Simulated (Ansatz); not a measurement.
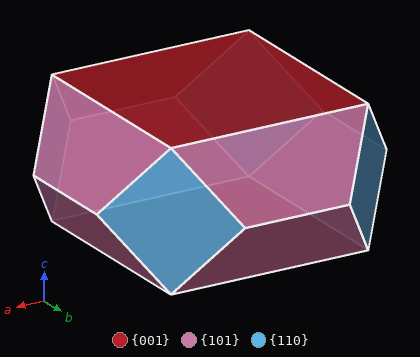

CsAs2, space group P4/nmm (No. 129), a = 4.989 Å, b = 4.989 Å, c = 7.281 Å, α = 90.00°, β = 90.00°, γ = 90.00°. The shape was computed with the Donnay–Harker form of the Bravais–Friedel law: planes with larger spacing d grow more slowly and so show as larger faces; centring, glide planes and screw axes halve or divide d. Origin: the end point of a relaxation with DFT, PAW plane waves, lda (Ansatz 0.2.0); the starting structure was generated, so it need not be a known form of this composition. Forms under 0.4 % of the area are left out.

**How many faces does the whole crystal have, by form?**

14 faces: 8 of {101}, 2 of {001} and 4 of {110}.

**Which form makes up most of the surface, and how much?**

{101}, with 8 faces and about 47 % of the area; its spacing is d = 4.115 Å.

**List the forms with their spacings and shares.**

```
 form  faces  d (Å)  share of area (%)
{101}      8  4.115               46.6
{001}      2  7.281               36.7
{110}      4  3.528               16.7
```
